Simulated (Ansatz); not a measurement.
# Ca3AsF3: complex band structure, part 3 of 3

Aim: relax a made-up compound, Ca3AsF3, and see how good a tunnel barrier it would be. It is built by putting F for Cl in the Ca3AsCl3 structure of space group Pm-3m, with the volume rescaled by atomic radii. The parent structure comes from the Materials Project.

Ansatz 0.2.0; LDA DFT, plane waves, PAW files (the session's first sound run).

So far, gap on the k-mesh (eV): step 3 (the bulk crystal and its band edges, LDA) 1.95; step 4 (complex bands, plane (001), k-mesh 6×6×6, LDA) 1.96; step 6 (r2SCAN, cutoff 500 eV) 2.56.

The structure was built from a prototype and need not be the compound's stable phase.

### 7. Complex bands at another level, cutoff 500 eV

This step: r2SCAN DFT, plane waves, PAW files; complex bands by layer matching along the plane's normal (Ansatz 0.2.0).

The complex bands at that level, over its own gap, at (0, 0) and (0.5, 0).

File input.yaml:

```yaml
crystal:
  lattice:
    - [5.232138206, 0.0, 0.0]
    - [0.0, 5.232138206, 0.0]
    - [0.0, 0.0, 5.232138206]
  atoms:
    - { symbol: Ca, position: [0.5, 0.0, 0.0] }
    - { symbol: Ca, position: [0.0, 0.5, 0.0] }
    - { symbol: Ca, position: [0.0, 0.0, 0.5] }
    - { symbol: As, position: [0.0, 0.0, 0.0] }
    - { symbol: F, position: [0.5, 0.0, 0.5] }
    - { symbol: F, position: [0.5, 0.5, 0.0] }
    - { symbol: F, position: [0.0, 0.5, 0.5] }
kpoints:
  mp_grid: { grid: [6, 6, 6] }
scf:
  occupations: { method: fixed }
hamiltonian:
  xc: r2scan
output:
  eigenvalues: true
  transmission:
    leads: [[0, 0]]
    kpoints: [[0.0, 0.0], [0.5, 0.0]]
    e_range: [-1.0, 3.56]
    de: 0.11
```

Run with:

```bash
$ ansatz run input.yaml --threads 2 --pin off --max-ram 4096MiB --backend cpu --events-out ev --progress --plain --runs-dir out
```

Numbers of over 12 decimals in the logs are rounded to 6 here.

Log:

```text
[...]
Crystal: 7 atoms, lattice volume = 143.231 Å³
Basis set: ecut = 500 eV, 3743 PW (Γ), exchange–correlation on 160×160×160 points (64 copies of the dense FFT grid, shifted against one another)
Bands: 40, of which v1, the nominal top of the filled ones, is band 33 counted from 1 (32 counted from 0)
Symmetry: 48 space group operations
[...]
k-points: 20 of 216
[...]
SCF iter   1: F=—  HF=-12769.475057 eV  |F-HF|=—  |Δ(HF+E_count)|=         —  Δρ=9.00e-3  dr2=1.24e-1  dr2_τ=9.74e-2  ethr=1.77e-3  ⟨swp⟩=5.7  Hψ=2837  notcnv=0  defer=84
[...]
SCF iter   7: F=-12769.652384 eV  HF=-12769.652384 eV  |F-HF|=3.50e-8  |Δ(HF+E_count)|=   1.65e-6  Δρ=6.47e-6  dr2=7.20e-8  dr2_τ=4.33e-9  ethr=1.52e-10  ⟨swp⟩=13.0  Hψ=4335  notcnv=0
SCF 1 converged in 7 iterations: F = -12769.652384 eV  dr2 = 7.20e-8
[...]
transmission: 8 of 16 steps passed
transmission: 16 of 16 steps passed
SCF converged after 7 iterations
Free energy (F): -12769.652384 eV
[...]
Internal energy: -12769.652384 eV  (E = F + TS)
E sigma→0 (E₀):  -12769.652384 eV
Fermi energy:    5.499275 eV
[...]
--- Band table (eV; the first three rows and the last of 20) ---
  k-point 0: bands = [... 29 lower, 1.4932, 5.4993, 5.4993, 5.4993, 8.0604, 8.0604, 8.0604, 8.2358, ... 3 higher]
  k-point 1: bands = [... 29 lower, 1.4780, 4.9426, 5.3597, 5.3597, 8.1091, 8.3694, 8.3694, 8.5119, ... 3 higher]
  k-point 2: bands = [... 29 lower, 1.4472, 4.0504, 5.1350, 5.1350, 8.2166, 8.9977, 8.9977, 9.1113, ... 3 higher]
  k-point 19: bands = [... 29 lower, 1.5988, 3.5383, 3.5383, 3.5383, 9.7844, 10.9060, 10.9060, 10.9060, ... 3 higher]
--- Transmission ---
  basis      : 293 plane waves across, 8 finite elements along
  points     : 2, as listed
[...]
crystal 0  : Ca3As1F3, at the sites [0, 0], period 5.2321 Å: whole cells are its period
[...]
channels       : 0.000000e0 a spin
[...]
slowest decay  : 0.2158 /Å at (0.0000, 0.0000)
```

Run time: 49 s. Hardware: 2 threads of Arm Neoverse V2, shared host; peak memory 1.2 GiB; 97 s of CPU time.

This step gave:

```yaml
free_energy: -12769.6524 eV
fermi_energy: 5.499 eV
gap_on_the_k_mesh: 2.561 eV
level_to_which_the_leads_are_filled: 1.281 eV from the Fermi level
decay_constant_at_the_filling_level_zone_centre: 0.2158 Å⁻¹
decay_constant_at_the_filling_level_slowest_listed_point: 0.2158 Å⁻¹
```

K parallel (0, 0); values up to 1.5 1/Å, a degenerate pair printed once or twice; energies at which all values exceed this have no row. The Im kz of the slowest decaying states by energy, zero at the highest filled level on the SCF mesh:

```
energy (eV)  decay 1 (Å⁻¹)  decay 2 (Å⁻¹)  decay 3 (Å⁻¹)  decay 4 (Å⁻¹)
     -1.000          0.435          0.590          0.621          0.955
     -0.450          0.583          0.624          0.939          0.969
     -0.010          0.571          0.622          0.921          0.966
      0.540          0.162          0.273          0.546          0.615
      0.980          0.200          0.301          0.518          0.607
      1.530          0.221          0.285          0.470          0.591
      1.970          0.217          0.236          0.419          0.570
      2.520         0.0684          0.149          0.174          0.348
      2.960          0.279          0.306          0.520          0.725
      3.510          0.271          0.405          0.476          0.678
```

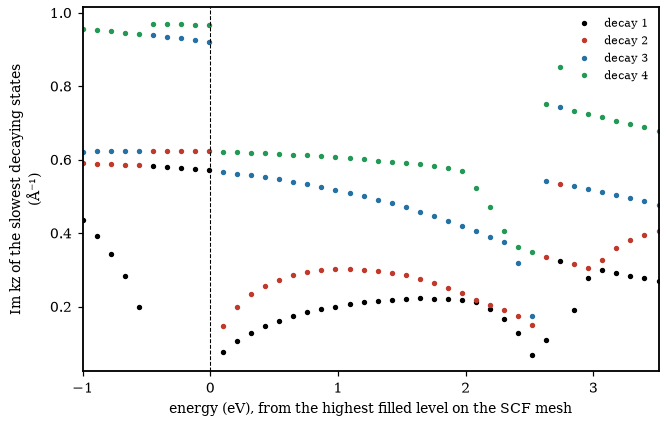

Im kz of the slowest decaying states, plotted against energy.

K parallel (0, 0). The Re kz of states that move upwards by energy, zero at the highest filled level on the SCF mesh:

```
energy (eV)  channel 1 (Å⁻¹)  channel 2 (Å⁻¹)  channel 3 (Å⁻¹)  channel 4 (Å⁻¹)
     -1.000           -0.294                -                -                -
     -0.450           -0.540           -0.540           -0.176                -
     -0.010          -0.0489          -0.0489          -0.0239                -
      0.540                -                -                -                -
      0.980                -                -                -                -
      1.530                -                -                -                -
      1.970                -                -                -                -
      2.520                -                -                -                -
      2.960            0.178            0.231            0.231                -
      3.510            0.370            0.404            0.404                -
```

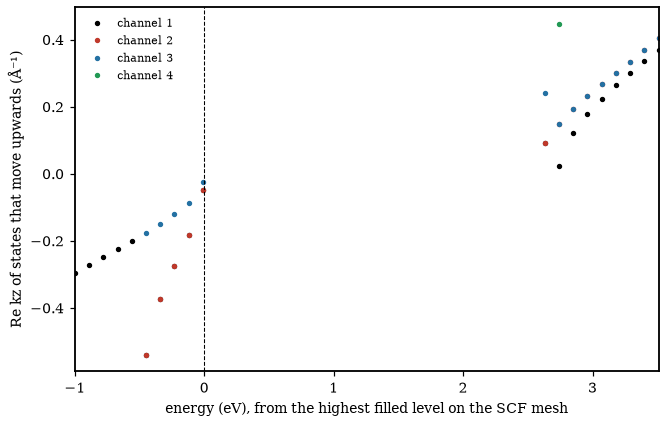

Re kz of states that move upwards, plotted against energy.

K parallel (0.5, 0); values up to 1.5 1/Å, a degenerate pair printed once or twice; energies at which all values exceed this have no row. Table of Im kz of the slowest decaying states by energy, zero at the highest filled level on the SCF mesh:

```
energy (eV)  decay 1 (Å⁻¹)  decay 2 (Å⁻¹)  decay 3 (Å⁻¹)  decay 4 (Å⁻¹)
     -1.000          0.257          0.552          0.634          0.952
     -0.450         0.0277         0.0526          0.577          0.634
     -0.010          0.180          0.297          0.582          0.631
      0.540          0.247          0.355          0.577          0.622
      0.980          0.278          0.359          0.565          0.612
      1.530          0.301          0.332          0.539          0.593
      1.970          0.285          0.311          0.511          0.575
      2.520          0.173          0.312          0.462          0.545
      2.960          0.305          0.407          0.516          0.696
      3.510          0.278          0.296          0.446          0.472
```

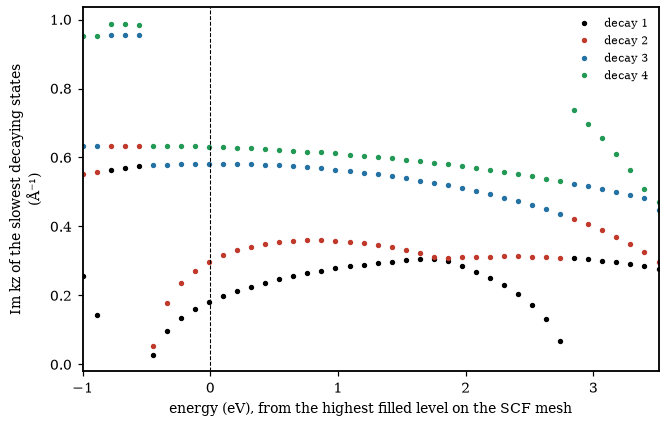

Im kz of the slowest decaying states against energy.

At the listed wavevectors the last open channel is at -0.01 eV and the next at +2.63 eV on the grid. At +1.31 eV, the grid energy nearest the filling level (the middle of the gap on the SCF mesh), the slowest state at the listed wavevectors decays with κ = 0.216 Å⁻¹, its amplitude falling by e over 4.6 Å; the first such run, plane (001), gave 0.181 Å⁻¹.

### 8. Outcome

```yaml
band_gap: 1.95 eV
least_decay_constant_at_mid_gap_normal_to_001: 0.181 Å⁻¹
least_decay_constant_on_a_mesh_normal_to_001: 0.180 Å⁻¹
least_decay_constant_r2scan: 0.216 Å⁻¹
```

In words: With LDA, the slowest decay at the wavevectors tried is κ = 0.181 Å⁻¹, normal to (001). Through such a film the transmission near mid-gap falls as exp(−2κd), a factor of ten every 6.4 Å. A free electron under a barrier of half the gap would need a mass of 0.13 mₑ to decay at this rate. With r2SCAN the gap goes from 1.95 to 2.56 eV and the decay constant, over the first 2 listed wavevectors, from 0.181 to 0.216 Å⁻¹. The compound is made up by substitution; its stability against other phases and against distortions of the cell's symmetry was not tested. A semilocal functional narrows gaps, so real decay constants are likely larger.

[Logs are printed without paths, hosts, clocks, repeated set-up lines and the standing remarks that a program may print on its own settings, such as how far it seeks lower states.]

[Hosts, paths, dates, database ids (printed as entryN), source tags and the programs' standing remarks are cut or masked in the printed files.]

[New means built here by substitution; the compound itself may be known and measured.]
